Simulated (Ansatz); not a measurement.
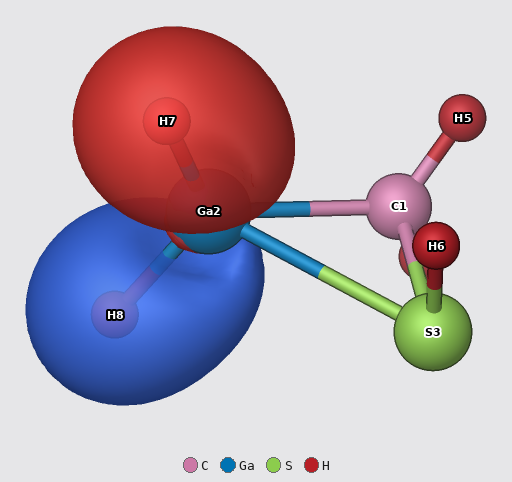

*CH5GaS (SMILES [CH2]1[SH+][GaH2-]1). The HOMO−1 at ±0.15 Å⁻³ᐟ² (blue and red are the two phases), seen from one side.*

Geometry: PBE0-D3(BJ)/def2-SVP.

Theory: Ansatz 0.2.0, isolated molecule in a Gaussian basis; Kohn-Sham density functional theory, functional PBE0.

Input

```
crystal:
  periodic: [false, false, false]
  atoms:
    - {symbol: C, position_ang: [-0.555420, -0.694123, 1.349284]}
    - {symbol: Ga, position_ang: [0.013366, 0.911897, 2.347426]}
    - {symbol: S, position_ang: [1.025621, -0.581452, 0.390951]}
    - {symbol: H, position_ang: [-0.499278, -1.642523, 1.899953]}
    - {symbol: H, position_ang: [-1.418506, -0.704801, 0.672911]}
    - {symbol: H, position_ang: [0.630696, 0.380392, -0.472488]}
    - {symbol: H, position_ang: [-0.280107, 2.302045, 1.683486]}
    - {symbol: H, position_ang: [0.840875, 0.705180, 3.658486]}
basis:
  gaussian: {orbitals: def2-TZVPD}
total_charge: 0
hamiltonian: {xc: pbe0}
output: {forces: true, orbitals: {seedname: orbitals}}
```

Command:

```sh
ansatz run input.yaml --threads 2 --pin off --max-ram 4350MiB --events-out events.jsonl --progress --plain --runs-dir runs
```

> Describe this orbital and give its energy.

By Hirshfeld shares it lies mainly on Ga2 (about 35 %), H7 (about 30 %) and H8 (about 30 %). Its energy is −8.36 eV.
